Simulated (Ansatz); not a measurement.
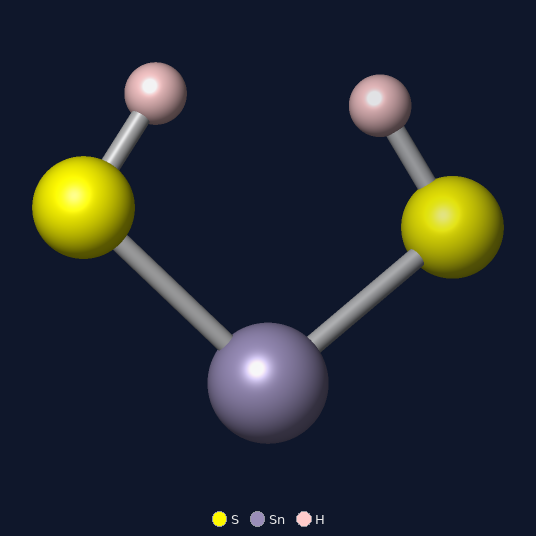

The computed structure is the end point of a PBE-D4/def2-SVP optimisation. No frequency run is at hand to confirm it as a minimum.

Draw it as a skeletal formula.

SMILES: [SH][Sn][SH]

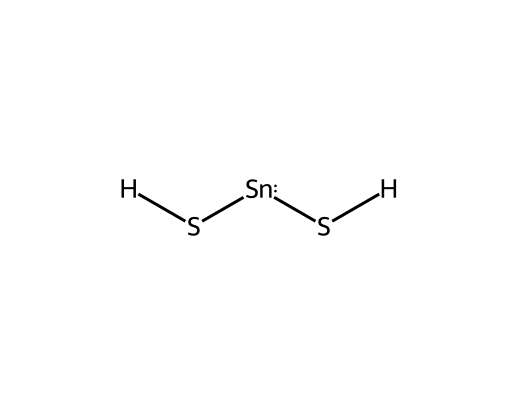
